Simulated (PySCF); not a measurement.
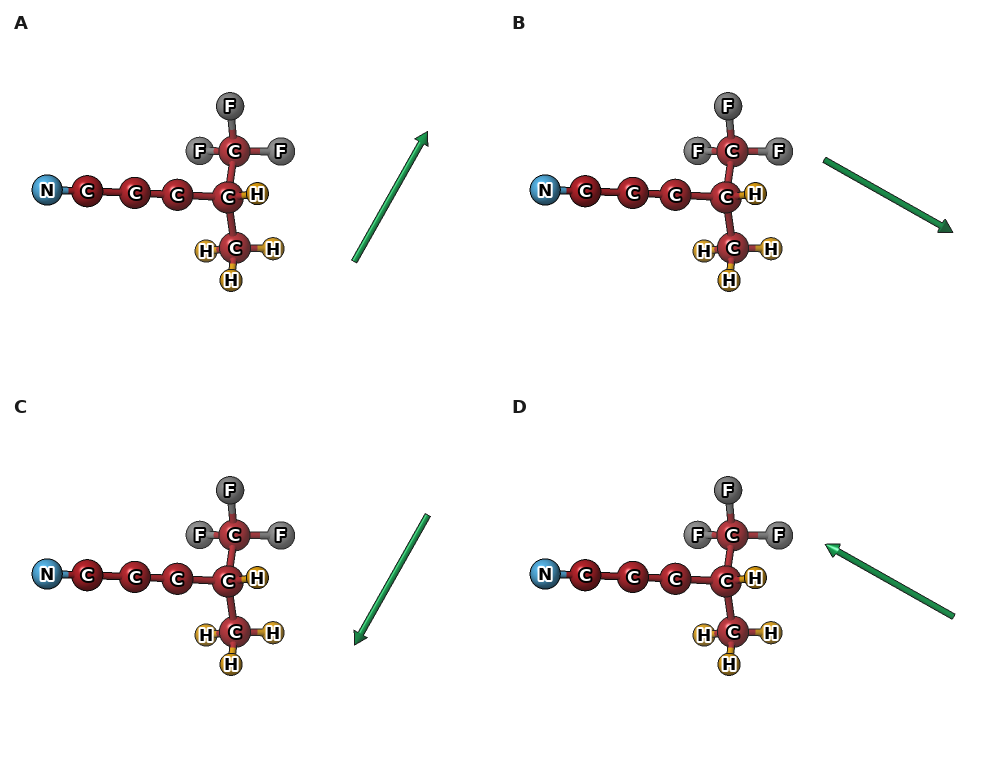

The same molecule four times, each with an arrow. The geometry was computed by an optimisation with GFN2-xTB. No frequency run is at hand to confirm it as a minimum. Properties computed with CAM-B3LYP/def2-SVPD, gas phase (PySCF 2.14.0).

**Which arrow points along the dipole moment, from the negative to the positive end?**

B. The dipole moment is 4.55 D.
